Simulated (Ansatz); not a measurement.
# What BaPbO3 (Pm-3m) distorts into

Wanted: the energy along a soft mode of BaPbO3 (Pm-3m) and the structure at the end.

Program: Ansatz 0.2.0. Level of theory: DFT PBEsol, scalar-relativistic, plane waves, PAW; PAW set soft_1. Results are calculated unless marked as measured.

**1. Set-up**

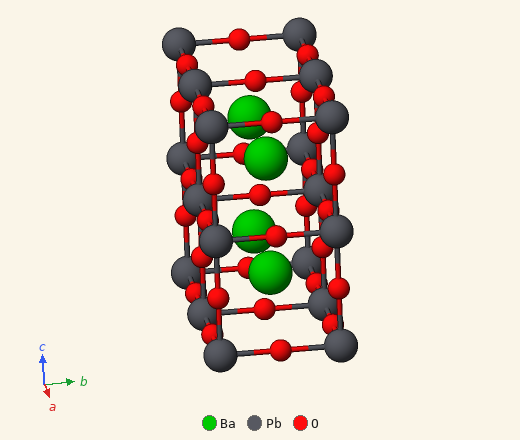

The cell as given, slightly off an axis (barium green, lead dark grey, oxygen red). 2×1×2 cells are drawn. Some periodic images of atoms are drawn too.

**2. The dispersion**

The cell comes from relaxations at this level that are not shown. Stability and thermal properties need the whole zone. Linear response on a 4×4×4 q mesh gives force constants as far as a supercell of that size would.

The input, input.yaml:

```yaml
crystal:
  lattice:
    - [4.2810684894, 0.0, 0.0]
    - [0.0, 4.2810684894, 0.0]
    - [0.0, 0.0, 4.2810684894]
  atoms:
    - { symbol: Ba, position: [0.5, 0.5, 0.5] }
    - { symbol: Pb, position: [0.0, 0.0, 0.0] }
    - { symbol: O, position: [0.0, 0.5, 0.0] }
    - { symbol: O, position: [0.0, 0.0, 0.5] }
    - { symbol: O, position: [0.5, 0.0, 0.0] }
kpoints:
  mp_grid: { grid: [8, 8, 8] }
hamiltonian:
  xc: pbesol
  pseudopotentials: { kind: paw, azcp: { folder: soft_1 }, xc_functional: pbe }
scf:
  occupations: { method: methfessel_paxton, width: 0.2 }
output:
  eigenvalues: true
phonons:
  method: dfpt
  qmesh: [4, 4, 4]
  temperatures: { t_max: 1000, t_step: 50 }
  qpath:
    path:
      - [[0.0, 0.0, 0.0], [0.0, 0.5, 0.0], [0.5, 0.5, 0.0], [0.0, 0.0, 0.0], [0.5, 0.5, 0.5], [0.0, 0.5, 0.0]]
      - [[0.5, 0.5, 0.5], [0.5, 0.5, 0.0]]
    npoints: 10
```

Command:

```console
$ ansatz run input.yaml --threads 4 --pin off --max-ram 10240MiB --backend cpu --events-out ev --progress --plain --runs-dir out
```

Numbers of over 12 decimals in the logs are rounded to 6 here.

The log of the run:

```text
Engine: ansatz 0.2.0, aarch64-unknown-linux-gnu
Pseudopotentials: kind: paw
Pseudopotential: Ba, paw, valence charge 10, recommended cutoff 420 eV (normal), soft_1/Ba.paw.azcp
Pseudopotential: Pb, paw, valence charge 14, recommended cutoff 420 eV (normal), soft_1/Pb.paw.azcp
Pseudopotential: O, paw, valence charge 6, recommended cutoff 420 eV (normal), soft_1/O.paw.azcp
Functional definition: PBEsol
  exchange = pbesol_x
  correlation = pbesol_c
Crystal: 5 atoms, lattice volume = 78.461 Å³
Basis set: ecut = 420 eV, 1551 PW (Γ), exchange–correlation on 60×60×60 points (8 copies of the dense FFT grid, shifted against one another)
Bands: 26, of which v1, the nominal top of the filled ones, is band 21 counted from 1 (20 counted from 0)
Symmetry: 48 space group operations
k-points: 35 of 512
Non-local potential: Ba, projectors of the file, l = 0: 3, l = 1: 2, l = 2: 2, l = 3: 2
Non-local potential: Pb, projectors of the file, l = 0: 2, l = 1: 2, l = 2: 2, l = 3: 1
Non-local potential: O, projectors of the file, l = 0: 2, l = 1: 2, l = 2: 1
PAW form: soft (Blöchl's): semilocal exchange-correlation on the pseudo side does not see the compensation charge
PAW frozen core: Ba, regenerated for the run's functional, and the local potential with it (the file was generated under x = pbe(κ = 0.804, μ = 0.219515), c = pbe(β = 0.066725))
PAW frozen core: Pb, regenerated for the run's functional, and the local potential with it (the file was generated under x = pbe(κ = 0.804, μ = 0.219515), c = pbe(β = 0.066725))
PAW frozen core: O, regenerated for the run's functional, and the local potential with it (the file was generated under x = pbe(κ = 0.804, μ = 0.219515), c = pbe(β = 0.066725))
PAW one-centre angular grid: Ba, 194 points (default); XC on 64 Gauss nodes
PAW one-centre angular grid: Pb, 590 points (default); XC on 64 Gauss nodes
PAW one-centre angular grid: O, 110 points (default); XC on 64 Gauss nodes
Initial density: superposition of atomic densities (chi_scale 0.1, normalization cell, long waves kept (reshape's long-wave potential 0.00 eV rms))
Initial wavefunctions: pseudopotential atomic-orbital guess
Functional: x = pbesol(κ = 0.804, μ = 0.123457), c = pbesol(β = 0.046)
SCF iter   1: F=—  HF=-19304.939741 eV  |F-HF|=—  |Δ(HF+E_count)|=         —  Δρ=5.67e-2  dr2=3.60e0  ethr=3.10e-3  ⟨swp⟩=11.0  Hψ=6009  notcnv=0
preconditioner: auto → Resta (q_TF=auto, 2.458 Å⁻¹)  ε∞=4.8  [insulator: Δε(μ)=0.307 eV  Ē_g=13.648 eV  σ=0.200 eV  W_gap=0.63  n_scr=18 (ndim 8)  ℏωp=26.5 eV  f_vac=0.000  D(μ)=0.30/eV (n_scr^D=0)  ε∞_Penn≈4.8]
SCF iter   2: F=—  HF=-19304.046806 eV  |F-HF|=—  |Δ(HF+E_count)|=   8.93e-1  S|Δr|=    0.00e0  Δρ=3.21e-2  dr2=1.32e0  ethr=3.10e-3  ⟨swp⟩=3.9  Hψ=1927  notcnv=0  defer=31
SCF iter   3: F=—  HF=-19303.526638 eV  |F-HF|=—  |Δ(HF+E_count)|=   5.20e-1  S|Δr|=    0.00e0  Δρ=8.21e-3  dr2=7.98e-2  ethr=3.10e-3  ⟨swp⟩=4.2  Hψ=1737  notcnv=0  defer=31
SCF iter   4: F=—  HF=-19303.498164 eV  |F-HF|=—  |Δ(HF+E_count)|=   2.85e-2  S|Δr|=    0.00e0  Δρ=1.89e-3  dr2=2.73e-3  ethr=1.90e-4  ⟨swp⟩=3.4  Hψ=2055  notcnv=0  defer=31
SCF iter   5: F=—  HF=-19303.498124 eV  |F-HF|=—  |Δ(HF+E_count)|=   3.98e-5  S|Δr|=    0.00e0  Δρ=3.56e-4  dr2=1.19e-4  ethr=6.50e-6  ⟨swp⟩=2.6  Hψ=1578  notcnv=0  defer=31
SCF iter   6: F=—  HF=-19303.498117 eV  |F-HF|=—  |Δ(HF+E_count)|=   7.67e-6  S|Δr|=    0.00e0  Δρ=7.67e-5  dr2=3.44e-6  ethr=2.84e-7  ⟨swp⟩=2.5  Hψ=1722  notcnv=0  defer=31
SCF iter   7: F=—  HF=-19303.498119 eV  |F-HF|=—  |Δ(HF+E_count)|=   2.85e-6  S|Δr|=    0.00e0  Δρ=1.91e-5  dr2=2.85e-7  ethr=8.19e-9  ⟨swp⟩=2.1  Hψ=1515  notcnv=0  defer=31
SCF iter   8: F=—  HF=-19303.498120 eV  |F-HF|=—  |Δ(HF+E_count)|=   2.91e-7  S|Δr|=    0.00e0  Δρ=4.57e-6  dr2=1.93e-8  ethr=6.80e-10  ⟨swp⟩=2.1  Hψ=1412  notcnv=0  defer=31
SCF iter   9: F=—  HF=-19303.498120 eV  |F-HF|=—  |Δ(HF+E_count)|=   2.57e-8  S|Δr|=    0.00e0  Δρ=1.25e-6  dr2=1.34e-9  ethr=4.59e-11  ⟨swp⟩=2.6  Hψ=1764  notcnv=0  defer=31
SCF iter  10: F=—  HF=-19303.498120 eV  |F-HF|=—  |Δ(HF+E_count)|=  1.60e-10  S|Δr|=    0.00e0  Δρ=4.13e-7  dr2=8.02e-11  ethr=3.20e-12  ⟨swp⟩=2.2  Hψ=1576  notcnv=0  defer=31
SCF iter  11: F=-19303.498120 eV  HF=-19303.498120 eV  |F-HF|=3.64e-12  |Δ(HF+E_count)|=  7.28e-12  S|Δr|=    0.00e0  Δρ=7.23e-8  dr2=2.64e-12  ethr=1.00e-12  ⟨swp⟩=18.6  Hψ=7142  notcnv=0
SCF 1 converged in 11 iterations: F = -19303.498120 eV  dr2 = 2.64e-12
  greatest PAW one-centre occupation: 0.986 electrons in one spin orbital (limit 2), on the Pb atom at site 1 (counted from 0), in its partial waves of l = 2
Initial density: read from a saved state, or passed on in memory by an earlier SCF of this step, an earlier step, the calling program or the single point that the run made first
iter 1 solved again at ethr=5.90e-7 eV; its pass at ethr=3.10e-3 eV (dr2=2.48e-4 eV) is discarded
SCF iter   1: F=—  HF=-19303.498120 eV  |F-HF|=—  |Δ(HF+E_count)|=         —  Δρ=2.06e-6  dr2=1.59e-9  ethr=5.90e-7  ⟨swp⟩=3.5  Hψ=7895  notcnv=0
eigensolver tolerance schedule: the retry pair's looser diagonalisation over-reported the residual by 155844.68 of it (diagonalisation noise at an unbounded share of the residual, at the tolerance the schedule requests for it); recorded, not acted on — ethr = c·dr2/N_el stays at c = 1.0e-1
preconditioner: auto → Kerker (q_TF=auto, 2.458 Å⁻¹)  [metal: Δε(μ)=0.001 eV  Ē_g=15.630 eV  σ=0.200 eV  W_gap=0.01  n_scr=18 (ndim 8)  ℏωp=27.2 eV  f_vac=0.000  D(μ)=1.01/eV (n_scr^D=6)]
SCF iter   2: F=—  HF=-19303.498120 eV  |F-HF|=—  |Δ(HF+E_count)|=   4.65e-7  S|Δr|=    0.00e0  Δρ=1.01e-6  dr2=2.51e-10  ethr=3.79e-12  ⟨swp⟩=5.2  Hψ=2956  notcnv=0
SCF iter   3: F=—  HF=-19303.498120 eV  |F-HF|=—  |Δ(HF+E_count)|=  6.18e-11  S|Δr|=    0.00e0  Δρ=6.69e-7  dr2=1.24e-10  ethr=1.00e-12  ⟨swp⟩=1.2  Hψ=920  notcnv=0
SCF iter   4: F=—  HF=-19303.498120 eV  |F-HF|=—  |Δ(HF+E_count)|=  2.55e-11  S|Δr|=    0.00e0  Δρ=3.34e-7  dr2=4.09e-11  ethr=1.00e-12  ⟨swp⟩=1.3  Hψ=919  notcnv=0
SCF iter   5: F=—  HF=-19303.498120 eV  |F-HF|=—  |Δ(HF+E_count)|=  7.28e-12  S|Δr|=    0.00e0  Δρ=2.64e-7  dr2=2.62e-11  ethr=1.00e-12  ⟨swp⟩=1.3  Hψ=938  notcnv=0
SCF iter   6: F=—  HF=-19303.498120 eV  |F-HF|=—  |Δ(HF+E_count)|=    0.00e0  S|Δr|=    0.00e0  Δρ=1.93e-7  dr2=1.41e-11  ethr=1.00e-12  ⟨swp⟩=1.2  Hψ=932  notcnv=0
SCF iter   7: F=-19303.498120 eV  HF=-19303.498120 eV  |F-HF|=3.64e-12  |Δ(HF+E_count)|=  7.28e-12  S|Δr|=    0.00e0  Δρ=1.08e-7  dr2=4.47e-12  ethr=1.00e-12  ⟨swp⟩=5.6  Hψ=3002  notcnv=0
SCF 2 converged in 7 iterations: F = -19303.498120 eV  dr2 = 4.47e-12
phonons: the bands overlap, so this run is a metal and interpolates without the dipole-dipole term. If the crystal is really an insulator or semiconductor, its LO-TO splitting is missing
NSCF: frozen V_eff on 35 k-points
WARN: eigensolver did not converge in 5 slots of this pass, the one above among them; of largest residual over every band (k=13): 1 band(s) unlocked (lowest unlocked band 25, counted from 0; max residual 3.88e-5 eV among the unlocked bands, 3.88e-5 eV over every band); of lowest unlocked band (k=13): band 25
NSCF: frozen V_eff on 125 k-points
DFPT response loops at q = (0, 0, 0) (fractional): preconditioner auto → Kerker (q_TF=auto, 2.458 Å⁻¹) (partly filled bands, converged f_vac=0.000); β = 1.00, the filter's whole step (`scf.mixing.beta` (0.50) is not read by the response loops under this deck's `scf.mixing.preconditioner`; to damp them name `kerker` or `kerker_dos`, under which they read `scf.mixing.beta`, and type it under 1.00, their step now; both keys bind the ground state too); Broyden in place of MSR1
NSCF: frozen V_eff on 400 k-points
DFPT response loops at q = (0, 0, 0.25) (fractional): mixed as the last ones told, above
NSCF: frozen V_eff on 250 k-points
DFPT response loops at q = (0, 0, -0.5) (fractional): mixed as the last ones told, above
NSCF: frozen V_eff on 640 k-points
DFPT response loops at q = (0, 0.25, 0.25) (fractional): mixed as the last ones told, above
NSCF: frozen V_eff on 400 k-points
DFPT response loops at q = (0, 0.25, -0.5) (fractional): mixed as the last ones told, above
NSCF: frozen V_eff on 250 k-points
DFPT response loops at q = (0, -0.5, -0.5) (fractional): mixed as the last ones told, above
NSCF: frozen V_eff on 1024 k-points
DFPT response loops at q = (0.25, 0.25, 0.25) (fractional): mixed as the last ones told, above
NSCF: frozen V_eff on 640 k-points
DFPT response loops at q = (0.25, 0.25, -0.5) (fractional): mixed as the last ones told, above
NSCF: frozen V_eff on 400 k-points
DFPT response loops at q = (0.25, -0.5, -0.5) (fractional): mixed as the last ones told, above
NSCF: frozen V_eff on 250 k-points
DFPT response loops at q = (-0.5, -0.5, -0.5) (fractional): mixed as the last ones told, above
SCF converged after 11 iterations
Stability not checked: this state was not tested for a lower state beside it, because cold or Methfessel-Paxton smearing, or corrected tetrahedra, fill the levels in a way that the test cannot read (fill_not_monotonic; see scf.lower_state_search)
Free energy (F): -19303.498120 eV
Harris-Foulkes:  -19303.498120 eV  (|F-HF|=3.64e-12)
Internal energy: -19303.509129 eV  (E = F + TS)
E sigma→0 (E₀):  -19303.500872 eV
Entropy (-TS):   0.011009 eV (2.202 meV/atom)
Fermi energy:    9.133921 eV
--- Per-component energies (eV) ---
  E_band       = -15.329036
  E_kinetic    = 958.979891
  E_local      = -2322.977761  (includes V_loc(G=0)·N_el)
  E_nonlocal   = 567.517733
  E_hartree    = 888.829646
  E_xc         = -608.539443
  E_vxc        = -533.905020  (∫ρ·V_xc dr)
  E_paw        = -15836.631062  (= ΣΔE_a)
  E_vpaw       = -462.605330  (= ΣTr[D̂ρ^β])
  E_aug_tail   = 0.002234  (compensation charges beyond the density's cutoff)
  E_ewald      = -2951.009838
  E_core_change = 0.319471  (= ΣΔE_core)
  E_smearing   = 0.011009  (= −TS)
  E_closure    = -0.000000  (closes the sum)
  Σ components = -19303.498120   (vs F -19303.498120, Δ=0.00e0)
--- Band table (eV; the first three rows and the last of 35) ---
  k-point 0: bands = [... 17 lower, 8.1490, 8.1490, 8.5166, 8.5166, 8.5166, 13.8033, 13.8033, 15.5002, ... 1 higher]
  k-point 1: bands = [... 17 lower, 8.1201, 8.1201, 8.4847, 8.4847, 8.9870, 14.0241, 14.0325, 15.7890, ... 1 higher]
  k-point 2: bands = [... 17 lower, 8.0625, 8.0625, 8.4093, 8.4093, 10.3010, 14.5671, 14.6166, 16.2365, ... 1 higher]
  k-point 34: bands = [... 17 lower, 9.0650, 9.0650, 9.1350, 9.1350, 13.9133, 13.9133, 13.9133, 15.8997, ... 1 higher]
--- Phonons (Γ-DFPT): 4 representative perturbations + reference (Σ response iterations 13) ---
  ASR residual: 4.749e-5 → 0.000e0 eV/Å²; symmetrization residual: 1.159e-6 eV/Å²
  ASR residual per site (eV/Å²): 2.54e-6 4.59e-6 4.75e-5 4.75e-5 4.75e-5
  Γ frequencies (cm⁻¹): 0.00 0.00 0.00 44.03 44.03 44.03 83.25 83.25 83.25 130.93 130.93 130.93 564.33 564.33 564.33
--- Phonons (arbitrary-q DFPT): 10 irreducible q on the 4×4×4 mesh ---
  q = [0.0000, 0.0000, 0.0000] (star 1, of the zone-centre solve; hermiticity 1.32e-7, symmetrization 2.97e-12): -0.00 0.00 0.00 44.03 44.03 44.03 83.25 83.25 83.25 130.93 130.93 130.93 564.33 564.33 564.33
  q = [0.0000, 0.0000, 0.2500] (star 6, 9 solved perturbations in 1560 linear systems a pass and spin channel, the states on 200 of 512 k-point pairs; hermiticity 2.93e-7, symmetrization 7.18e-13): 40.24 40.24 59.88 59.88 78.71 102.07 102.07 110.73 125.24 130.52 130.52 222.60 568.14 568.14 578.99
  q = [0.0000, 0.0000, -0.5000] (star 3, 9 solved perturbations in 975 linear systems a pass and spin channel, the states on 125 of 512 k-point pairs; hermiticity 6.49e-8, symmetrization 6.74e-13): 52.50 52.50 72.47 72.47 99.59 120.57 120.57 131.22 131.22 135.00 161.43 282.16 572.01 572.01 591.25
  q = [0.0000, 0.2500, 0.2500] (star 12, 9 solved perturbations in 2460 linear systems a pass and spin channel, the states on 320 of 512 k-point pairs; hermiticity 2.97e-7, symmetrization 2.16e-14): -80.03 35.87 51.64 76.11 77.70 97.10 116.52 124.20 132.11 162.94 168.76 264.70 501.38 572.09 626.66
  q = [0.0000, 0.2500, -0.5000] (star 12, 15 solved perturbations on 200 of 512 k-point pairs; hermiticity 1.87e-7, symmetrization 1.44e-14): -108.48 51.83 57.89 64.51 87.47 111.47 131.45 135.44 146.01 174.53 196.12 285.98 468.09 575.98 635.81
  q = [0.0000, -0.5000, -0.5000] (star 3, 9 solved perturbations in 975 linear systems a pass and spin channel, the states on 125 of 512 k-point pairs; hermiticity 1.32e-7, symmetrization 1.99e-13): -150.23 27.50 27.50 60.67 97.27 136.14 136.14 142.10 142.10 208.80 208.80 292.64 310.37 579.82 642.33
  q = [0.2500, 0.2500, 0.2500] (star 8, 4 solved perturbations in 1376 linear systems a pass and spin channel, the states on 512 of 512 k-point pairs; hermiticity 1.77e-7, symmetrization 3.12e-13): -99.26 -62.26 -62.26 56.66 56.66 73.53 141.93 148.70 148.70 195.12 195.12 270.90 503.83 503.83 646.44
  q = [0.2500, 0.2500, -0.5000] (star 12, 9 solved perturbations in 2460 linear systems a pass and spin channel, the states on 320 of 512 k-point pairs; hermiticity 1.64e-7, symmetrization 1.65e-13): -125.05 -93.47 -68.70 61.26 63.54 66.84 147.61 149.67 183.02 206.11 215.13 274.94 451.50 506.94 652.68
  q = [0.2500, -0.5000, -0.5000] (star 6, 9 solved perturbations in 1560 linear systems a pass and spin channel, the states on 200 of 512 k-point pairs; hermiticity 1.06e-7, symmetrization 1.21e-13): -157.67 -113.92 -113.92 63.82 63.82 65.67 150.33 184.53 184.53 226.15 226.15 268.53 316.05 493.26 656.44
  q = [-0.5000, -0.5000, -0.5000] (star 1, 4 solved perturbations in 350 linear systems a pass and spin channel, the states on 125 of 512 k-point pairs; hermiticity 5.43e-8, symmetrization 1.53e-13): -163.44 -163.44 -163.44 65.58 65.58 65.58 189.91 189.91 189.91 240.92 240.92 240.92 319.76 319.76 658.28
  sum rule: each row above includes the acoustic sum rule's correction from the zone centre's row sums; it moved no ω² by more than (0.90 cm⁻¹)²
  mesh force constants: q→R imaginary residual 1.21e-18; ASR residual 4.749e-5 → 0.000e0 eV/Å²; symmetrization residual 1.421e-14 eV/Å²
  interpolated dispersion: 62 rows × 15 modes
  density of states and harmonic sums: on the 16×16×16 q-mesh, interpolated from the force constants of a 4×4×4 supercell (no non-analytic term)
  largest difference from the sums on the solved wave vectors: F 7.52e-2 eV, S 9.08e-5 and C_V 2.16e-5 eV/K
  zero-point energy: 0.185078 eV/cell   skipped modes (ω ≤ 0): 251, of them read as no rigid motion or as one in doubt: 248 (1.552e0 modes/cell left out, lowest -163.44 cm⁻¹)   left out of the sums: 1.03e-1 of the cell's modes: C_V's classical limit lies that fraction below 3 k_B per atom; for a crystal, a wire or a layer, F and S can be off by more, and a phonons.interpolated_qmesh denser along its periods is the remedy for the sampling
```

It took 11 min on 4 threads of Arm Neoverse V2, shared host; peak memory 2.6 GiB; 44 min of CPU time.

In the SCF lines HF is the Harris–Foulkes energy and dr2 the Hartree energy of the density residual, in eV; the loop may stop once dr2 is under the threshold and the program's other checks hold. Hψ counts applications of the Hamiltonian.

This step gave:

| Item | Value |
| --- | --- |
| volume per atom | 15.69 Å³ |
| gap on the k-mesh | 0 eV |
| sum-rule residual before enforcement | 4.75e-5 eV/Å² |
| lowest frequency on the path | -163.4 cm⁻¹ |
| point group | m-3m |
| highest frequency on the path or at a solved wavevector | 659.7 cm⁻¹ |
| highest optical mode at the zone centre (no LO-TO term) | 564.3 cm⁻¹ |
| lowest optical zone-centre mode | 44.03 cm⁻¹ |
| lowest mode on the q mesh (acoustic modes at Γ apart) | -163.4 cm⁻¹ |

Frequencies (cm⁻¹) solved at each irreducible wavevector; negative means imaginary. Frequencies by wavevector, by row:

```
q in reciprocal lattice units  star  mode 1  mode 2  mode 3  mode 4  mode 13  mode 14  mode 15
                        0 0 0     1       0       0       0      44    564.3    564.3    564.3
                     0 0 0.25     6    40.2    40.2    59.9    59.9    568.1    568.1      579
                     0 0 -0.5     3    52.5    52.5    72.5    72.5      572      572    591.2
                  0 0.25 0.25    12     -80    35.9    51.6    76.1    501.4    572.1    626.7
                  0 0.25 -0.5    12  -108.5    51.8    57.9    64.5    468.1      576    635.8
                  0 -0.5 -0.5     3  -150.2    27.5    27.5    60.7    310.4    579.8    642.3
               0.25 0.25 0.25     8   -99.3   -62.3   -62.3    56.7    503.8    503.8    646.4
               0.25 0.25 -0.5    12    -125   -93.5   -68.7    61.3    451.5    506.9    652.7
               0.25 -0.5 -0.5     6  -157.7  -113.9  -113.9    63.8    316.1    493.3    656.4
               -0.5 -0.5 -0.5     1  -163.4  -163.4  -163.4    65.6    319.8    319.8    658.3
```

Interpolated from a 4×4×4 q mesh. The phonon branches at the labelled points (cm⁻¹):

```
    point  branch 1  branch 2  branch 3  branch 4  branch 12  branch 13  branch 14  branch 15
        Γ         0         0         0        44        131        564        564        564
        X        52        52        72        72        282        572        572        591
        M      -150        28        28        61        293        310        580        642
        Γ         0         0         0        44        131        564        564        564
        R      -163      -163      -163        66        241        320        320        658
        X        52        52        72        72        282        572        572        591
jump to R      -163      -163      -163        66        241        320        320        658
        M      -150        28        28        61        293        310        580        642
```

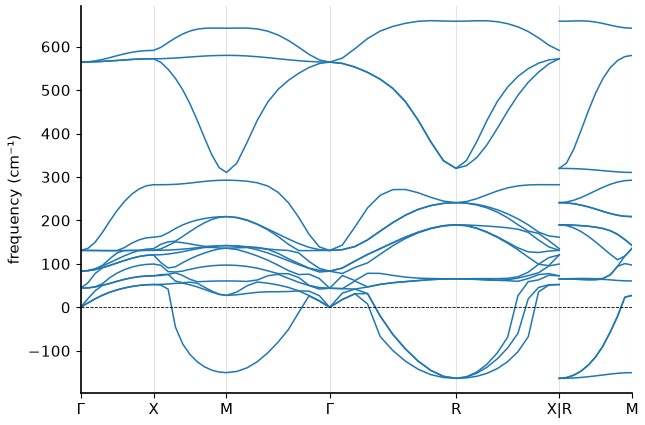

Phonon branches along the path.

Symmetry leaves 10 wavevectors to solve. The lowest mode among them, the acoustic zeros apart, lies at q = (-0.5, -0.5, -0.5) and is imaginary, 163.4i cm⁻¹, so the energy falls along it.

[end of part 1 of 3]

[Logs are printed without paths, hosts, clocks, repeated set-up lines and the standing remarks that a program may print on its own settings, such as how far it seeks lower states.]

[Hosts, paths, dates, database ids (printed as entryN), source tags and the programs' standing remarks are cut or masked in the printed files.]
